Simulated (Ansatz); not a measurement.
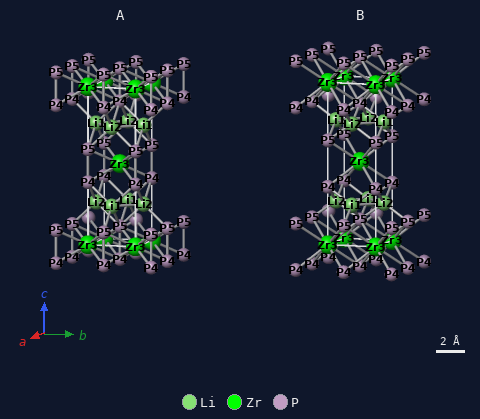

Two geometries of solid Li₂ZrP₂ (built on the BaMn2P2 type) (coarse preliminary run), drawn at one scale. One is the start of a relaxation, the other its converged end. A ball-and-stick model of the conventional cell (2 times the calculation's cell), seen slightly off an axis. Lengths and directions refer to the drawn axes.

Computed with DFT PBE, scalar-relativistic, plane waves, PAW in Ansatz. Set-up: plane-wave cutoff 420 eV; k-point mesh 6 × 6 × 6; occupations gaussian; smearing width 0.1 eV; no spin polarisation; cell and atoms relaxed; force threshold 0.04 eV/Å; at most 70 steps.

### Which one is relaxed?

Structure A is the relaxed one. Case: BaMn2P2 type (I4/mmm, No. 139). The largest moves relative to the cell, 0.44 Å, are those of P4 and P5. P4 goes along +c. Zr and Li stay in place. Cell: a = b 3.626 → 3.601 Å (−0.7 %), c 11.730 → 11.412 Å (−2.7 %). Volume −4.0 %. Among the contacts that change: P4–P5 3.355 → 2.381 Å, Zr3–P4 3.064 → 2.811 Å, Li1–P4 2.205 → 2.451 Å, Li1–Li2 2.564 → 2.546 Å. The space group stays I4/mmm (No. 139). After 5 accepted moves (6 points after the start) the energy has fallen by 384 meV per atom. Largest force component: 4.1 eV/Å at the start, 0.01 eV/Å at the end. Pressure: −0.19 GPa at the start and 0.05 GPa at the end. At 1 point the geometry stayed and the basis and grid were re-selected for the new cell (energy shift of 0.1 meV per atom at most each time).
